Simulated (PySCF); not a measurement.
Potential energy curve for SMILES CCl (CH₃Cl). The C1–Cl5 bond (C1 also carries H, H, H; Cl5 carries nothing else) is varied alone, starting from the PBE0/def2-TZVP optimised geometry.

Computed with: UKS-r2SCAN = unrestricted r2SCAN/def2-TZVP (PySCF); RKS-r2SCAN = restricted r2SCAN/def2-TZVP (PySCF); UHF/def2-TZVP (PySCF).

Magnitude of the dipole moment (D; its direction can reverse along the curve, and a method can change to another solution) and Mulliken charge of the fragment that holds C1:

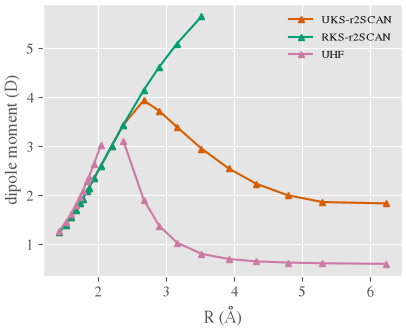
Figure. Dipole moment against bond length.

```tsv
R / Å	μ UKS-r2SCAN	q UKS-r2SCAN	μ RKS-r2SCAN	q RKS-r2SCAN	μ UHF	q UHF
1.43	1.24	0.12	1.24	0.12	1.28	0.08
1.52	1.41	0.13	1.41	0.13	1.45	0.09
1.60	1.56	0.14	1.56	0.14	1.63	0.11
1.67	1.71	0.15	1.71	0.15	1.80	0.14
1.73	1.84	0.16	1.84	0.16	1.97	0.16
1.77	1.93	0.17	1.93	0.17	2.08	0.18
1.84	2.10	0.19	2.10	0.19	2.30	0.20
1.86	2.15	0.19	2.15	0.19	2.37	0.21
1.94	2.35	0.21	2.35	0.21	2.65	0.24
2.04	2.60	0.23	2.60	0.23	3.03	0.28
2.20	3.01	0.25	3.01	0.25	—	—
2.37	3.44	0.27	3.44	0.27	3.12	0.23
2.67	3.94	0.27	4.15	0.28	1.91	0.10
2.90	3.72	0.23	4.63	0.29	1.38	0.05
3.16	3.40	0.18	5.10	0.29	1.04	0.02
3.52	2.96	0.14	5.65	0.29	0.81	0.01
3.92	2.55	0.10	—	—	0.70	0.00
4.32	2.24	0.08	—	—	0.66	0.00
4.79	2.00	0.06	—	—	0.63	0.00
5.30	1.87	0.05	—	—	0.62	0.00
6.23	1.84	0.04	—	—	0.60	0.00
```

A dash means that the run gave no value there, or that the column was ended at a point which the program doubted or which failed a test of continuity chosen for this set; such a test can also cut sound points.

The unrestricted determinant behind UKS-r2SCAN is spin-contaminated at 2.67 to 6.23 Å (<S²> up to 1.0, against 0.00 for a pure singlet). The restricted form behind RKS-r2SCAN keeps the bonding electrons paired and can't separate into open-shell fragments. The unrestricted solution behind UHF changes between 2.37 and 2.67 Å, which can leave a kink. The unrestricted determinant behind UHF is spin-contaminated at 2.37 to 6.23 Å (<S²> up to 1.0, against 0.00 for a pure singlet).
